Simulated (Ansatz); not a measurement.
**One shape, several levels: CH2BCl (SMILES B[C]Cl)**

We compute a comparison of 6 runs (U-revPBE/STO-3G, U-wB97X/STO-3G, UPBE0/STO-3G, RPA@PBE/STO-3G, UMP2/STO-3G, UCCSD/STO-3G) of CH2BCl. 

Program for the calculation: Ansatz 0.2.0.

85 further runs of the same task are left out: 9 that didn't finish, 76 set aside as unsound or not needed.

## (1) Starting point

CH2BCl: 5 atoms, total charge 0, spin state triplet. SMILES: `B[C]Cl`. The Cl3–C2 distance was set to 3.256 Å, away from the relaxed value. At this shape a bond of the SMILES string is far longer than usual.

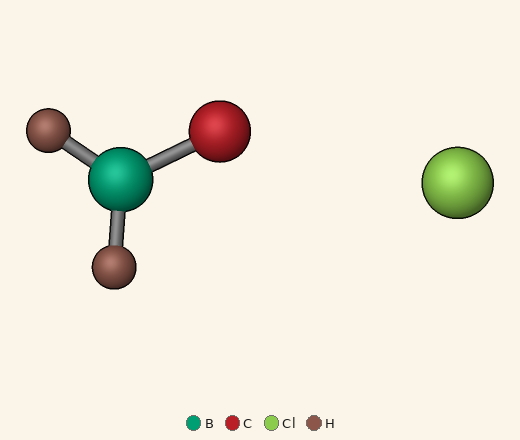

Viewed from a chosen angle; boron teal, carbon red, chlorine green, hydrogen brown.

## (2) A single-point energy at U-revPBE/STO-3G (run 1)

Input file job.yaml:

```yaml
crystal:
  periodic: [false, false, false]
  atoms:
    - {symbol: B, position_ang: [1.397386, 1.003384, -1.440786]}
    - {symbol: C, position_ang: [0.495766, 1.144894, -0.283536]}
    - {symbol: Cl, position_ang: [-1.470630, -0.583120, 1.652980]}
    - {symbol: H, position_ang: [1.558936, -0.051556, -1.938036]}
    - {symbol: H, position_ang: [1.951366, 1.942454, -1.863696]}
basis:
  gaussian:
    orbitals: STO-3G
magnetization:
  spin_polarized: true
  initial_magnetization: 2
hamiltonian:
  xc: {name: revPBE}
accuracy: high
```

Launch:

```bash
ansatz run job.yaml --threads 1 --pin off --max-ram 2610MiB --events-out events.jsonl --progress --plain --runs-dir runs
```

Standard output:

```text
Warning: RAYON_NUM_THREADS=1 ignored (pool sized by the plan → 1); use --threads N
Functional definition: revPBE
  name "revPBE"
  parameter kappa = 1.245
  parameter beta = 0.06672455060314922
  exchange = pbe_x(kappa = kappa, mu = beta*pi^2/3)
  correlation = pbe_c(beta = beta)
338 factors; integrals over basis functions are off by at most 1.5e-8 eV
mean field evaluation 1: about -14093.4381 eV, gradient 1.3e1 eV
mean field evaluation 2: about -13923.7751 eV, gradient 4.6e1 eV
mean field evaluation 4: about -14006.5750 eV, gradient 4.0e1 eV
mean field evaluation 8: about -14096.7934 eV, gradient 9.0e0 eV
mean field evaluation 16: about -14100.3578 eV, gradient 1.1e-3 eV
mean field evaluation 32: about -14083.6311 eV, gradient 1.6e1 eV
mean field evaluation 64: about -14100.2040 eV, gradient 1.0e0 eV
mean field -14100.35784982 eV, -518.1785934152 hartree, gradient 1.2e-8 eV, S^2 2.091518; 10 other end points of the search recorded, 0 dependent functions left out
reference -14100.35785228 eV, -518.1785935054 hartree; 16, 14 occupied and 5, 7 virtual orbitals, 338 factors
Total energy: -14100.35785228 eV, -518.1785935054 hartree
```

It took 2.9 s on 1 thread of Arm Neoverse V2, shared host; peak memory 0.13 GiB.

## (3) A single-point energy at U-wB97X/STO-3G (run 2)

Input file run.yaml:

```yaml
basis:
  gaussian:
    orbitals: STO-3G
crystal:
  periodic: [false, false, false]
  atoms:
    - {symbol: B, position_ang: [1.397386, 1.003384, -1.440786]}
    - {symbol: C, position_ang: [0.495766, 1.144894, -0.283536]}
    - {symbol: Cl, position_ang: [-1.470630, -0.583120, 1.652980]}
    - {symbol: H, position_ang: [1.558936, -0.051556, -1.938036]}
    - {symbol: H, position_ang: [1.951366, 1.942454, -1.863696]}
magnetization:
  spin_polarized: true
  initial_magnetization: 2
hamiltonian:
  xc: {name: wB97X}
accuracy: high
```

Launch:

```bash
ansatz run run.yaml --threads 1 --pin off --max-ram 2610MiB --events-out events.jsonl --progress --plain --runs-dir runs
```

Standard output:

```text
Warning: RAYON_NUM_THREADS=1 ignored (pool sized by the plan → 1); use --threads N
Functional definition: wB97X
  name "wB97X"
  parameter omega = 0.3/bohr
  parameter cx = 0.157706
  parameter cx1 = 0.726479
  parameter cx2 = 1.04760
  parameter cx3 = -5.70635
  parameter cx4 = 13.2794
  parameter css1 = -4.33879
  parameter css2 = 18.2308
  parameter css3 = -31.7430
  parameter css4 = 17.2901
  parameter cos1 = 2.37031
  parameter cos2 = -11.3995
  parameter cos3 = 6.58405
  parameter cos4 = -3.78132
  exchange = spin_sum(e_x_unif_sr(omega)*poly(b97_u_x, 1 - cx, cx1, cx2, cx3, cx4)) + cx*exact_x_sr(omega)
      + exact_x_lr(omega)
  correlation = spin_sum(e_c_pw_same_spin*poly(b97_u_same, 1, css1, css2, css3, css4))
      + integral(e_c_pw_opposite_spin*poly(b97_u_opposite, 1, cos1, cos2, cos3, cos4))
338 factors; integrals over basis functions are off by at most 1.5e-8 eV
158 factors; integrals over basis functions are off by at most 1.0e-9 eV
mean field evaluation 1: about -14095.7888 eV, gradient 1.2e1 eV
mean field evaluation 2: about -13933.6769 eV, gradient 4.6e1 eV
mean field evaluation 4: about -14099.6344 eV, gradient 7.1e0 eV
mean field evaluation 8: about -14100.0976 eV, gradient 6.2e0 eV
mean field evaluation 16: about -14102.6001 eV, gradient 1.1e-8 eV
mean field evaluation 32: about -14102.1031 eV, gradient 2.5e0 eV
mean field -14102.60005919 eV, -518.2609930895 hartree, gradient 4.0e-8 eV, S^2 2.155342; 6 other end points of the search recorded, 0 dependent functions left out
reference -14102.60005764 eV, -518.2609930325 hartree; 16, 14 occupied and 5, 7 virtual orbitals, 338 factors
Total energy: -14102.60005764 eV, -518.2609930325 hartree
```

It took 13 s on 1 thread of Arm Neoverse V2, shared host; peak memory 0.39 GiB.

Runs 3 to 5 aren't shown in full; the table further down has their settings and results.

## (4) A single-point energy at UCCSD/STO-3G (run 6)

Input file molecule.yaml:

```yaml
basis:
  gaussian:
    orbitals: STO-3G
crystal:
  periodic: [false, false, false]
  atoms:
    - {symbol: B, position_ang: [1.397386, 1.003384, -1.440786]}
    - {symbol: C, position_ang: [0.495766, 1.144894, -0.283536]}
    - {symbol: Cl, position_ang: [-1.470630, -0.583120, 1.652980]}
    - {symbol: H, position_ang: [1.558936, -0.051556, -1.938036]}
    - {symbol: H, position_ang: [1.951366, 1.942454, -1.863696]}
scf:
  omitted_lower_state_checks: [cluster_reference, increment]
correlation:
  method: ccsd
  frozen_orbitals: {B: 1, C: 1, Cl: 5, H: 0}
accuracy: high
magnetization:
  spin_polarized: true
  initial_magnetization: 2
```

Launch:

```bash
ansatz run molecule.yaml --threads 1 --pin off --max-ram 2610MiB --events-out events.jsonl --progress --plain --runs-dir runs
```

Standard output:

```text
Warning: RAYON_NUM_THREADS=1 ignored (pool sized by the plan → 1); use --threads N
[... 17 lines left out ...]
7 core orbitals not correlated: weight in the atoms' cores, before any rotation towards them, 1.000 or more for the frozen orbitals, at most 0.000 for the correlated occupied ones
[... 142 lines left out ...]
Total energy: -14078.43054344 eV, -517.3727797686 hartree
Checks for a lower state left out: cluster_reference, increment
```

Wall time 1.1 s (1 thread of Arm Neoverse V2, shared host).

## (5) All runs side by side

| run | level | frozen core orbitals | energy (Eh) | ⟨S²⟩ | wall time |
| --- | --- | --- | --- | --- | --- |
| 1 | U-revPBE/STO-3G | – | -518.178594 | 2.092 | 2.9 s |
| 2 | U-wB97X/STO-3G | – | -518.260993 | 2.155 | 13 s |
| 3 | UPBE0/STO-3G | – | -518.048944 | 2.210 | 2 s |
| 4 | RPA@PBE/STO-3G | 7 | -517.446735 | 2.071 | 4.2 s |
| 5 | UMP2/STO-3G | 7 | -517.351967 | 2.991 | 0.62 s |
| 6 | UCCSD/STO-3G | 7 | -517.372780 | 2.991 | 1.1 s |

## (6) What came out

```
                                          quantity          value
                               run 6: total energy  -517.37278 Eh
run 6: correlation energy (7 core orbitals frozen)      -64.2 mEh
          run 6: ⟨S²⟩ of the reference determinant          2.991
                              run 6: T1 diagnostic          0.015
```

What this shows: Totals of different functionals can't be ranked against each other. In runs 1, 2, 3, 4, 5, 6 the basis is minimal, so the values are rough. Spin contamination of the reference: run 5 ⟨S²⟩ = 2.99, run 6 ⟨S²⟩ = 2.99, run 3 ⟨S²⟩ = 2.21, run 2 ⟨S²⟩ = 2.16. Where it is this large, the reference is a mixture of spin states, and values that rest on it are in doubt. All runs together took 24 s, the longest 13 s.
